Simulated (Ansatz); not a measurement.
# GeSiH6O (SMILES [OH][GeH2][SiH3]): B3LYP/cc-pVDZ

What is the vertical singlet–triplet gap of GeSiH6O at B3LYP/cc-pVDZ? 

The results are computed with Ansatz 0.2.0.

63 further runs of the same task are left out: 63 set aside as unsound or not needed. Runs told in other sessions of the task aren't counted.

**1. Starting point**

GeSiH6O has 9 atoms, charge 0, and is taken as a singlet. SMILES: `[OH][GeH2][SiH3]`. The shape is that of a PBE0-D4/def2-TZVP optimisation. This is one conformer, not always the lowest.

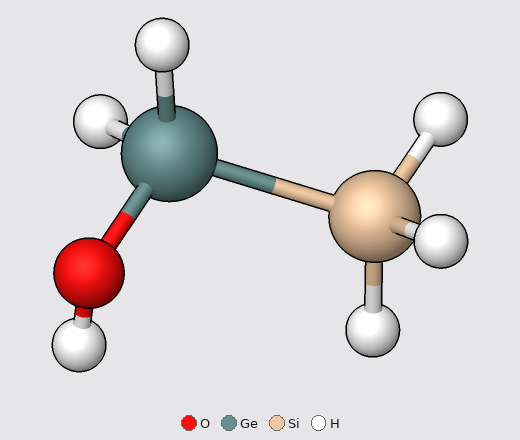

The structure, seen from a chosen angle (oxygen red, germanium teal, silicon light orange, hydrogen white).

**2. A single-point energy at B3LYP/cc-pVDZ**

in.yaml reads:

```yaml
crystal:
  periodic: [false, false, false]
  atoms:
    - symbol: O
      position_ang: [-1.665400, 1.003200, -0.854800]
    - symbol: Ge
      position_ang: [0.086300, 0.899600, -0.495500]
    - symbol: Si
      position_ang: [0.525800, -1.010700, 0.870400]
    - symbol: H
      position_ang: [-1.973400, 0.267900, -1.389000]
    - symbol: H
      position_ang: [0.873700, 0.832100, -1.824400]
    - symbol: H
      position_ang: [0.388100, 2.226700, 0.215900]
    - symbol: H
      position_ang: [1.986000, -1.132800, 1.128400]
    - symbol: H
      position_ang: [0.060100, -2.236200, 0.166300]
    - symbol: H
      position_ang: [-0.192800, -0.896100, 2.165800]
basis:
  gaussian:
    orbitals: cc-pVDZ
hamiltonian:
  xc: {name: B3LYP}
accuracy: high
output:
  orbitals: {seedname: orbitals}
```

Launch:

```
$ ansatz run in.yaml --threads 1 --pin off --max-ram 3480MiB --events-out events.jsonl --progress --plain --runs-dir runs
```

The log of the run:

```text
Warning: RAYON_NUM_THREADS=1 ignored (pool sized by the plan → 1); use --threads N
Functional definition: B3LYP
  name "B3LYP"
  parameter a0 = 0.2
  parameter ax = 0.72
  parameter ac = 0.81
  exchange = (1 - a0 - ax)*slater_x + ax*b88_x + a0*exact_x
  correlation = (1 - ac)*vwn_rpa_c + ac*lyp_c
2066 factors; integrals over basis functions are off by at most 4.7e-9 eV
mean field evaluation 1: about -66537.2014 eV, gradient 5.0e1 eV
mean field evaluation 2: about -66520.3201 eV, gradient 1.0e2 eV
mean field evaluation 4: about -66541.7435 eV, gradient 2.2e0 eV
mean field evaluation 8: about -66541.8578 eV, gradient 1.7e-1 eV
mean field evaluation 16: about -66541.8579 eV, gradient 1.2e-5 eV
mean field -66541.85790560 eV, -2445.3681743396 hartree, gradient 1.7e-8 eV, S^2 0.000000; 0 other end points of the search recorded, 0 dependent functions left out
reference -66541.85794891 eV, -2445.3681759312 hartree; 30, 30 occupied and 59, 59 virtual orbitals, 2066 factors
Total energy: -66541.85794891 eV, -2445.3681759312 hartree
```

It took 11 s on 1 thread of Arm Neoverse V1, shared host; peak memory 0.34 GiB.

**3. The triplet at the same level**

in.yaml reads:

```yaml
crystal:
  periodic: [false, false, false]
  atoms:
    - {symbol: O, position_ang: [-1.665400, 1.003200, -0.854800]}
    - {symbol: Ge, position_ang: [0.086300, 0.899600, -0.495500]}
    - {symbol: Si, position_ang: [0.525800, -1.010700, 0.870400]}
    - {symbol: H, position_ang: [-1.973400, 0.267900, -1.389000]}
    - {symbol: H, position_ang: [0.873700, 0.832100, -1.824400]}
    - {symbol: H, position_ang: [0.388100, 2.226700, 0.215900]}
    - {symbol: H, position_ang: [1.986000, -1.132800, 1.128400]}
    - {symbol: H, position_ang: [0.060100, -2.236200, 0.166300]}
    - {symbol: H, position_ang: [-0.192800, -0.896100, 2.165800]}
basis:
  gaussian:
    orbitals: cc-pVDZ
magnetization:
  spin_polarized: true
  initial_magnetization: 2
hamiltonian:
  xc: {name: B3LYP}
accuracy: high
output: {orbitals: {seedname: orbitals}}
```

Launch:

```
$ ansatz run in.yaml --threads 1 --pin off --max-ram 3480MiB --events-out events.jsonl --progress --plain --runs-dir runs
```

The log of the run (excerpt; [...] marks lines left out):

```text
Warning: RAYON_NUM_THREADS=1 ignored (pool sized by the plan → 1); use --threads N
[... 7 set-up lines as earlier in the session ...]
2066 factors; integrals over basis functions are off by at most 4.7e-9 eV
mean field evaluation 1: about -66530.5654 eV, gradient 3.8e1 eV
mean field evaluation 2: about -66477.7685 eV, gradient 1.1e2 eV
mean field evaluation 4: about -66535.1645 eV, gradient 1.4e1 eV
mean field evaluation 8: about -66536.2892 eV, gradient 4.1e-1 eV
mean field evaluation 16: about -66536.4066 eV, gradient 6.4e-3 eV
mean field evaluation 32: about -66536.4066 eV, gradient 7.6e-7 eV
mean field -66536.40657565 eV, -2445.1678416589 hartree, gradient 4.9e-8 eV, S^2 2.005849; 4 other end points of the search recorded, 0 dependent functions left out
reference -66536.40661976 eV, -2445.1678432799 hartree; 31, 29 occupied and 58, 60 virtual orbitals, 2066 factors
Total energy: -66536.40661976 eV, -2445.1678432799 hartree
```

It took 29 s on 1 thread of Arm Neoverse V1, shared host; peak memory 0.5 GiB.

**4. Results**

At B3LYP/cc-pVDZ:

| quantity | value |
| --- | --- |
| singlet: total energy | -2445.36818 Eh |
| singlet: HOMO energy | -7.35 eV |
| singlet: LUMO energy | -0.29 eV |
| singlet: HOMO–LUMO gap | 7.06 eV |
| triplet: total energy | -2445.16784 Eh |
| triplet: HOMO energy (highest over α and β) | -2.15 eV |
| triplet: ⟨S²⟩ | 2.006 |
| vertical energy of the triplet above the singlet | 5.451 eV |

At this shape the triplet lies 5.45 eV (126 kcal/mol) above the singlet.
